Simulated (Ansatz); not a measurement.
## Electronic structure of C₃H₇FO (charge +1, doublet) in real space

Input file:

```
crystal:
  periodic: [false, false, false]
  atoms:
    - {symbol: C, position_ang: [1.405823, 0.936505, 1.430811]}
    - {symbol: C, position_ang: [0.182894, 0.632499, 0.686258]}
    - {symbol: C, position_ang: [-0.010155, 1.168247, -0.675253]}
    - {symbol: F, position_ang: [1.268558, 1.315823, -1.283504]}
    - {symbol: O, position_ang: [2.584098, 0.353648, 0.611965]}
    - {symbol: H, position_ang: [3.467137, 0.652743, 0.913226]}
    - {symbol: H, position_ang: [2.426035, 0.633948, -0.337915]}
    - {symbol: H, position_ang: [1.631856, 2.007865, 1.511904]}
    - {symbol: H, position_ang: [1.483063, 0.434947, 2.396037]}
    - {symbol: H, position_ang: [-0.605298, 0.049100, 1.158714]}
    - {symbol: H, position_ang: [-0.461026, 2.172184, -0.685948]}
    - {symbol: H, position_ang: [-0.599229, 0.500768, -1.312721]}
basis:
  gaussian:
    orbitals: def2-TZVPD
total_charge: 1
magnetization:
  spin_polarized: true
  initial_magnetization: 1
hamiltonian:
  xc: pbe0
output: {forces: true, orbitals: {seedname: orbitals}}
```

Command:

```sh
ansatz run input.yaml --threads 2 --pin off --max-ram 4350MiB --events-out events.jsonl --progress --plain --runs-dir runs
```

Geometry: PBE0-D3(BJ)/pcseg-1.

Method: isolated molecule in a Gaussian basis; Kohn-Sham density functional theory, functional PBE0 (Ansatz).

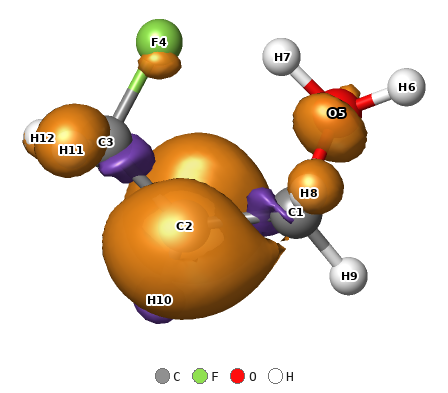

Figure 1. Isosurfaces of the spin density (α minus β) at +0.03 (orange) and −0.03 e/Å³ (purple), seen across its widest extent.

Q: Describe the spin distribution.

A: The unpaired spin (1 electron) lies mostly on C2 (about 0.7) and C1 (about 0.1), in electrons by Hirshfeld's partition.

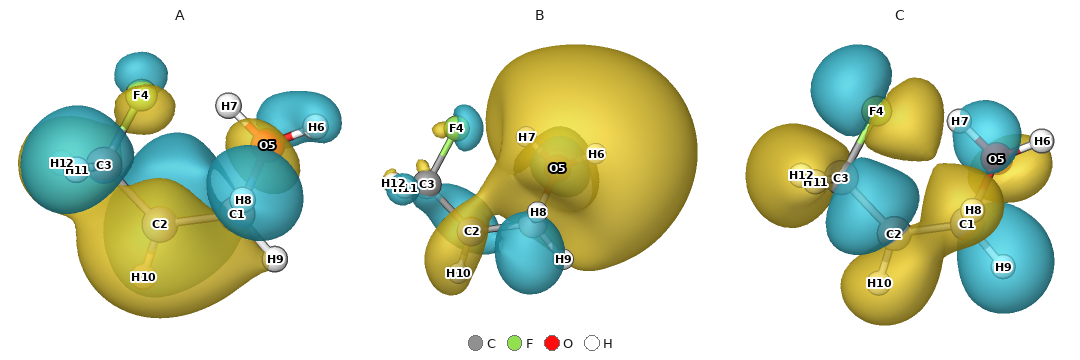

Figure 2. Three frontier orbitals at ±0.06 Å⁻³ᐟ² (yellow and cyan are the two phases), in no order.

Q: Order the three orbitals by energy and name them. All are α orbitals.

A: C is the HOMO−1 (α) (−15.49 eV). Its weight (Hirshfeld) is mainly on F4 (about 30 %), C3 (about 20 %), C2 (about 15 %), C1 (about 10 %), H12 (about 5 %) and O5 (about 5 %). A is the HOMO (α) (−12.13 eV). By Hirshfeld shares it lies mainly on C2 (about 55 %), C1 (about 10 %) and C3 (about 10 %). B is the LUMO (α) (−5.12 eV). By Hirshfeld shares it lies mainly on H6 (about 40 %), O5 (about 15 %), C1 (about 15 %) and H7 (about 10 %).

Q: What is the gap between the highest occupied and lowest empty α orbitals?

A: 7.01 eV between the orbital energies.

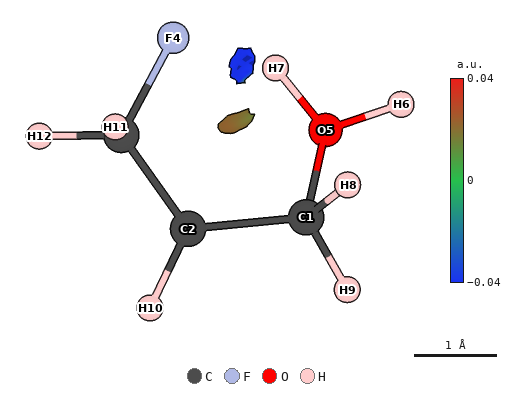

Figure 3. Non-covalent interaction (NCI) plot: the surface where the reduced density gradient is 0.4, for densities under 0.05 a.u., coloured by sign(λ₂)ρ; seen at a tilt.

Q: Identify the weak interactions.

A:
- H7···F4 (1.6 Å): a hydrogen bond (blue, attractive)
- Near H7, F4 and O5: mostly steric crowding (olive to red)

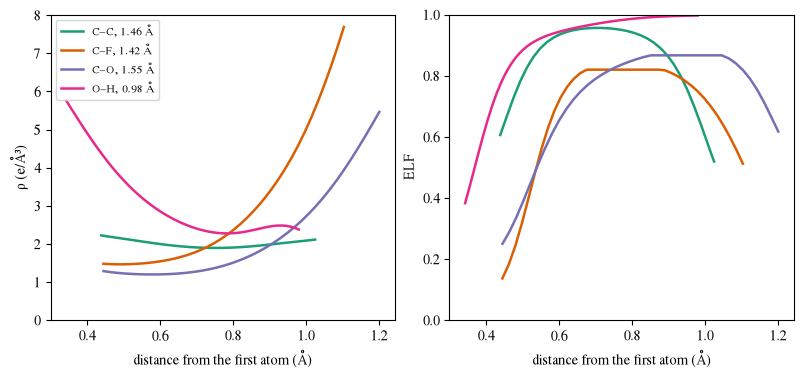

Figure 4. Total electron density and ELF along straight lines between neighbouring atoms. The curves leave out the atomic cores.

Q: What can be read from the curves?

A: C–C (1.46 Å): ρ is about 1.9 e/Å³ halfway; the ELF peaks at about 0.95 between the atoms, as expected for localised, covalent bonding.
C–F (1.42 Å): ρ at the midpoint is about 1.8 e/Å³, with its minimum of 1.5 e/Å³ about 0.5 Å from C; the ELF peaks at about 0.80 between the atoms; a shared but strongly polarised pair.
C–O (1.55 Å): ρ is about 1.4 e/Å³ halfway, with its minimum of 1.2 e/Å³ about 0.6 Å from C; the ELF peaks at about 0.85 between the atoms, as expected for a shared but strongly polarised pair.
O–H (0.98 Å): the density is about 3.8 e/Å³ at the midpoint; the ELF climbs to about 1 towards the hydrogen, as it does in any bond to H: an ordinary covalent bond to hydrogen.
